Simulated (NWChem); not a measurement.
# C3BN3 (SMILES N#CB(C#N)C#N): levels of theory compared

Wanted: a comparison of 4 runs (HF/STO-3G, HF/3-21G, B3LYP/6-31G*) of C3BN3. 

The calculation is run with NWChem 7.3.0.

## (1) The molecule

C3BN3 has 7 atoms, charge 0, and is taken as a singlet. As SMILES, `N#CB(C#N)C#N`. Geometry: relaxed at PBE0-D4/def2-TZVP.

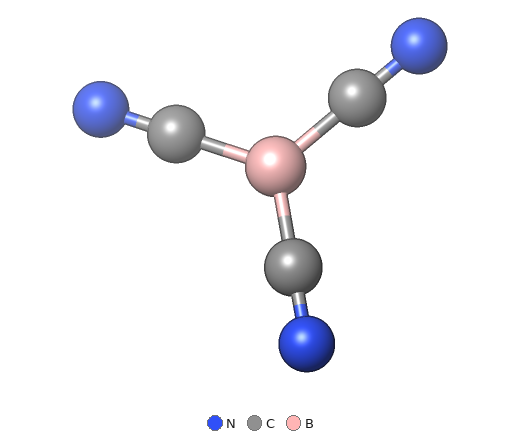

The structure, seen from a chosen angle (nitrogen blue, carbon grey, boron pink).

## (2) Energy and gradient at HF/STO-3G (run 1)

run.py

```python
from ase import Atoms
from ase.calculators.nwchem import NWChem

atoms = Atoms(['N', 'C', 'B', 'C', 'N', 'C', 'N'], positions=[
    [1.190800, -2.122900, 1.122800],
    [0.680800, -1.211200, 0.635600],
    [0.008700, -0.009700, -0.006500],
    [-1.173300, -0.209300, -0.939600],
    [-2.070100, -0.360700, -1.647700],
    [0.518700, 1.391400, 0.284500],
    [0.905600, 2.454400, 0.505200],
])

calc = NWChem(
    label='c3bn3',
    theory='scf',
    memory='2200 mb',
    basis='STO-3G',
    basispar='spherical bse',
    scf={'nopen': '0', 'rhf': None, 'thresh': '1e-08', 'maxiter': '80'},
)
atoms.calc = calc

forces = atoms.get_forces()
print("Total energy (eV):", round(atoms.get_potential_energy(), 6))
print("forces (eV/A):")
for s, f in zip(atoms.symbols, forces):
    print(f"{s:2s} {f[0]:10.5f} {f[1]:10.5f} {f[2]:10.5f}")
print("dipole (e A):", atoms.get_dipole_moment().round(4))
```

The run is started by

```bash
$ export ASE_NWCHEM_COMMAND="nwchem PREFIX.nwi > PREFIX.nwo"
$ python run.py
```

Log:

```text
Total energy (eV): -8102.756706
forces (eV/A):
N     0.58174   -1.03996    0.55577
C    -0.42865    0.76639   -0.40953
B     0.00087    0.00170    0.00067
C     0.75889    0.12876    0.59886
N    -1.02767   -0.17365   -0.81123
C    -0.33352   -0.91495   -0.19047
N     0.44840    1.23166    0.25588
dipole (e A): [-0.0001 -0.0001  0.    ]
```

The calculator wrote c3bn3.nwi:

```
title "c3bn3"

permanent_dir c3bn3

scratch_dir c3bn3

start c3bn3

geometry units angstrom nocenter noautosym noautoz
  N  1.1908000000000001e+00 -2.1229000000000000e+00 1.1228000000000000e+00
  C  6.8079999999999996e-01 -1.2112000000000001e+00 6.3560000000000005e-01
  B  8.6999999999999994e-03 -9.7000000000000003e-03 -6.4999999999999997e-03
  C  -1.1733000000000000e+00 -2.0930000000000001e-01 -9.3959999999999999e-01
  N  -2.0701000000000001e+00 -3.6070000000000002e-01 -1.6476999999999999e+00
  C  5.1870000000000005e-01 1.3914000000000000e+00 2.8449999999999998e-01
  N  9.0559999999999996e-01 2.4544000000000001e+00 5.0519999999999998e-01
end

memory 2200 mb

basis spherical bse noprint
   * library STO-3G
end

scf
  nopen 0
  rhf
  thresh 1e-08
  maxiter 80
end

task scf gradient
```

c3bn3.nwo:

```text
Northwest Computational Chemistry Package (NWChem) 7.3.0
             --------------------------------------------------------

           Job information
           ---------------

    nwchem branch   = 7.3.0
    use scalapack   = T
    input           = c3bn3.nwi
    prefix          = c3bn3.
    data base       = c3bn3/c3bn3.db
    status          = startup
    nproc           =        1

           Memory information
           ------------------

[... 5 lines left out ...]
    hardfail = no
[... 132 lines left out ...]
         Quadratically convergent ROHF
[... 15 lines left out ...]
       Final RHF  results
[... 4 lines left out ...]
      Two-electron energy =    287.701758871074
[... 41 lines left out ...]
                       ROHF Final Molecular Orbital Analysis
[... 255 lines left out ...]
                 ----------------------------------------
                 |  Time  |  1-e(secs)   |  2-e(secs)   |
                 ----------------------------------------
                 |  CPU   |       0.00   |       0.28   |
                 ----------------------------------------
                 |  WALL  |       0.00   |       0.28   |
                 ----------------------------------------

 Task  times  cpu:        2.3s     wall:        2.3s
 Total times  cpu:        2.3s     wall:        2.3s
```

Wall time 3.3 s (1 thread of Intel Xeon Platinum 8252C at 3.80GHz (Skylake/Cascade Lake), shared host); peak memory 0.099 GiB.

## (3) Energy and gradient at HF/3-21G (run 2)

c3bn3.nw

```
start c3bn3
memory 2200 mb
charge 0
geometry units angstrom noautosym nocenter noautoz
 N        1.190800      -2.122900       1.122800
 C        0.680800      -1.211200       0.635600
 B        0.008700      -0.009700      -0.006500
 C       -1.173300      -0.209300      -0.939600
 N       -2.070100      -0.360700      -1.647700
 C        0.518700       1.391400       0.284500
 N        0.905600       2.454400       0.505200
end
basis spherical bse
 * library 3-21G
end
scf
 thresh 1e-08
 maxiter 80
end
task scf gradient
```

The run is started by

```bash
$ nwchem c3bn3.nw > c3bn3.out
```

Log:

```text
[...]
  functions       =    63
[...]
  wavefunction    = RHF
[...]
         Total SCF energy =   -299.950864617259
      One-electron energy =   -770.351279195975
      Two-electron energy =    285.586371945906
 Nuclear repulsion energy =    184.814042632811
        Time for solution =      2.4s
[...]
                         RHF ENERGY GRADIENTS
    atom               coordinates                        gradient
                 x          y          z           x          y          z
   1 N       2.250286  -4.011699   2.121784    0.012239  -0.021878   0.011690
   2 C       1.286525  -2.288836   1.201110   -0.013476   0.024088  -0.012873
   3 B       0.016441  -0.018330  -0.012283   -0.000016  -0.000034  -0.000012
   4 C      -2.217216  -0.395520  -1.775587    0.023614   0.003975   0.018653
   5 N      -3.911922  -0.681624  -3.113702   -0.021446  -0.003618  -0.016938
   6 C       0.980201   2.629365   0.537627   -0.010088  -0.027741  -0.005751
   7 N       1.711336   4.638143   0.954690    0.009173   0.025207   0.005230
[...]
```

Run time: 3.6 s. Hardware: 1 thread of Intel Xeon Platinum 8252C at 3.80GHz (Skylake/Cascade Lake), shared host; peak memory 0.099 GiB.

Run 3 isn't shown in full; the table further down has it.

## (4) Energy and gradient at B3LYP/6-31G(d) (Cartesian functions) (run 4)

sp.nw

```
start sp
title "C3BN3"
memory 2200 mb

geometry noautosym nocenter noautoz
  N      1.190800    -2.122900     1.122800
  C      0.680800    -1.211200     0.635600
  B      0.008700    -0.009700    -0.006500
  C     -1.173300    -0.209300    -0.939600
  N     -2.070100    -0.360700    -1.647700
  C      0.518700     1.391400     0.284500
  N      0.905600     2.454400     0.505200
end

basis cartesian
  * library 6-31G*
end

dft
  xc b3lyp
  grid fine
  convergence energy 1e-08
  maxiter 100
  mulliken
end

task dft gradient
```

The run is started by

```bash
$ nwchem sp.nw > sp.out
```

Log:

```text
[...]
          Wavefunction type:  closed shell.
          No. of atoms     :     7
          No. of electrons :    44
[...]
          Charge           :     0
          Spin multiplicity:     1
[...]
          AO basis - number of functions:   105
[...]
              XC Information
              --------------
                         B3LYP Method XC Potential
                     Hartree-Fock (Exact) Exchange  0.200
                        Slater Exchange Functional  0.800 local
                    Becke 1988 Exchange Functional  0.720 non-local
              Lee-Yang-Parr Correlation Functional  0.810
                  VWN I RPA Correlation Functional  0.190 local
[...]
 d= 0,ls=0.0,diis     1   -303.1325954453 -4.88D+02  2.34D-02  1.92D+00     1.9
[...]
 d= 0,ls=0.0,diis     9   -303.3811267103 -3.87D-09  2.61D-07  1.62D-09    13.4
         Total DFT energy =     -303.381126710296
      One electron energy =     -773.984456346181
           Coulomb energy =      326.624710569576
    Exchange-Corr. energy =      -40.835423566501
 Nuclear repulsion energy =      184.814042632811
[...]
      Total Density - Mulliken Population Analysis
     ---------------------------------------------
    Atom       Charge   Shell Charges
 -----------   ------   -------------------------------------------------------
    1 N    7     7.31   1.99  0.86  2.24  1.09  1.14 -0.02
    2 C    6     5.78   1.99  0.73  2.01  0.47  0.60 -0.02
    3 B    5     4.74   1.99  0.59  1.51  0.25  0.33  0.06
    4 C    6     5.78   1.99  0.73  2.01  0.47  0.60 -0.02
    5 N    7     7.31   1.99  0.86  2.24  1.09  1.14 -0.02
    6 C    6     5.78   1.99  0.73  2.01  0.47  0.60 -0.02
    7 N    7     7.31   1.99  0.86  2.24  1.09  1.14 -0.02
[...]
  wavefunction    = closed shell
[...]
```

It took 18 s on 1 thread of Intel Xeon Platinum 8252C at 3.80GHz (Skylake/Cascade Lake), shared host; peak memory 0.12 GiB.

## (5) Overview of the runs

```
run                               level  iteration cap  module  energy (Eh)  dipole moment (D)  HOMO energy (eV)  LUMO energy (eV)  wall time
  1                           HF/STO-3G             80     scf  -297.770819               0.00            -12.47              1.52      3.3 s
  2                            HF/3-21G             80     scf  -299.950865               0.00            -14.06             -1.30      3.6 s
  3  B3LYP/6-31G* (spherical functions)            100     dft  -303.372621                  –                 –                 –       17 s
  4  B3LYP/6-31G* (Cartesian functions)            100     dft  -303.381127               0.00            -10.46             -5.12       18 s
```

## (6) Summary of results

| quantity | value |
| --- | --- |
| run 4: total energy | -303.38113 Eh |
| run 4: dipole moment | 0.00 D |
| run 4: HOMO energy | -10.46 eV |
| run 4: LUMO energy | -5.12 eV |
| run 4: HOMO–LUMO gap | 5.34 eV |
| run 4: largest force on an atom | 1.504 eV/Å |

What this shows: Over runs 1, 2, 4 the HOMO–LUMO gap runs from 5.34 eV (B3LYP/6-31G*) to 13.99 eV (HF/STO-3G). The two ends differ in method and basis. In run 1 the basis is minimal, so the values are rough. All runs together took 42 s, the longest 18 s.
